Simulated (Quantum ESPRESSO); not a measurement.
**Convergence study of the plane-wave cutoff for ZrAu (P4mm, 2 atoms in the cell)**

```
ZrAu
1.0
    3.15616     0.00000     0.00000
    0.00000     3.15616     0.00000
    0.00000     0.00000     3.90579
Zr Au
1 1
Direct
  0.00000   0.00000   0.01280
  0.50000   0.50000   0.50000
```

Level of theory: PBEsol, GBRV 1.5 ultrasoft (PBESOL) pseudopotentials (plane waves; Quantum ESPRESSO).

Base settings: ecutwfc = 40 Ry; ecutrho = 320 Ry; occupations = smearing; smearing = gaussian; degauss = 0.0073499 Ry; potentials = {Zr: zr_pbesol_v1.uspp.F.UPF, Au: au_pbesol_v1.uspp.F.UPF}; K_POINTS = automatic 4 4 3 0 0 0; conv_thr = 1e-09 Ry.

Moved along: ecutrho.

The second cell is the first with its lattice scaled by 0.98.

The mesh stays at the base's, so the ladder's end is converged at best in this setting alone.

Only quantities that move along the ladder and can be compared are tabulated.

The count of work is k-points × plane waves × bands × iterations; it is no time. 

The starting cell comes from a database of computed structures (which also holds hypothetical and non-ambient phases and stackings), without a prior relaxation at this level. Its lattice was rescaled by up to half a per cent. One atom was moved a little off its site on purpose. In the base run, with a pressure of about -4 GPa the cell is away from its equilibrium volume at this level. Without a gap this mesh is coarse (it stands for a supercell whose shortest vector is 12 Å).

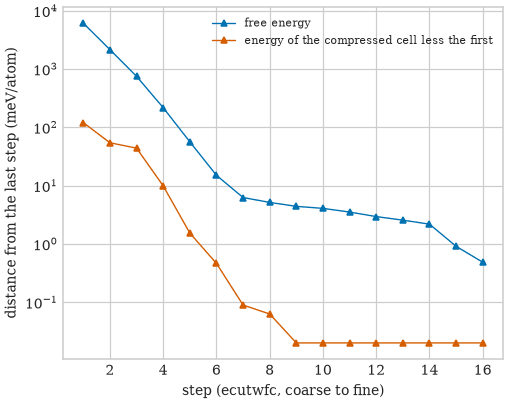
Figure: Distance from the last step along the ladder; very small values are drawn at a floor.

| ecutwfc | free energy less the last step's (meV/atom) | energy of the compressed cell less the first (meV/atom) | pressure (GPa) | largest difference of a force vector from the last step's (eV/Å) | count of work / last |
|---|---|---|---|---|---|
| 14 Ry | 6098.67 | 123.77 | -231.80 | 0.034 | 0.064 |
| 16 Ry | 2148.01 | 57.76 | -104.07 | 0.101 | 0.062 |
| 18 Ry | 746.71 | -40.30 | -46.73 | 0.026 | 0.083 |
| 20 Ry | 216.87 | -6.34 | -19.37 | 0.007 | 0.096 |
| 22 Ry | 56.34 | 2.01 | -8.66 | 0.004 | 0.11 |
| 24 Ry | 14.99 | 4.00 | -5.01 | 0.001 | 0.13 |
| 28 Ry | 6.23 | 3.63 | -3.92 | 0.000 | 0.18 |
| 32 Ry | 5.15 | 3.60 | -3.94 | 0.000 | 0.19 |
| 36 Ry | 4.40 | 3.56 | -3.91 | 0.000 | 0.23 |
| 40 Ry | 4.07 | 3.55 | -3.92 | 0.000 | 0.27 |
| 44 Ry | 3.51 | 3.55 | -3.93 | 0.000 | 0.34 |
| 48 Ry | 2.94 | 3.55 | -3.92 | 0.000 | 0.36 |
| 54 Ry | 2.55 | 3.55 | -3.91 | 0.000 | 0.42 |
| 60 Ry | 2.18 | 3.54 | -3.92 | 0.000 | 0.49 |
| 70 Ry | 0.91 | 3.55 | -3.94 | 0.000 | 0.62 |
| 80 Ry | 0.48 | 3.55 | -3.90 | 0.000 | 0.76 |
| 96 Ry | 0.00 | 3.54 | -3.93 | 0.000 | 1.0 |

Coarsest ecutwfc that holds the pressure within 0.5 GPa of the last step, with all finer ones: 28 Ry, at 0.18 of the last step's count of work; the step before is off by 1.1 GPa.

State of the free energy at the end of the ladder: still drifting one way, by 0.91 meV/atom over the last two steps, so the last step is no safe reference.

Coarsest ecutwfc that holds the energy of the compressed cell less the first within 0.5 meV/atom of the last step, with all finer ones: 24 Ry, at 0.13 of the last step's count of work; the step before is off by 1.5 meV/atom.

The energy difference between the two cells stays within 1 meV/atom of the last step's from 24 Ry on, the total only from 70 Ry on: much of the error is common to both cells and cancels.

Two neighbours can agree and both be off: 36 Ry and 40 Ry differ by 0.33 meV/atom in the free energy, yet lie about 4.1 meV/atom from the last step.

At the lowest cutoff the pressure lies 228 GPa under the last step's, the usual sign of Pulay stress in an incomplete plane-wave basis.
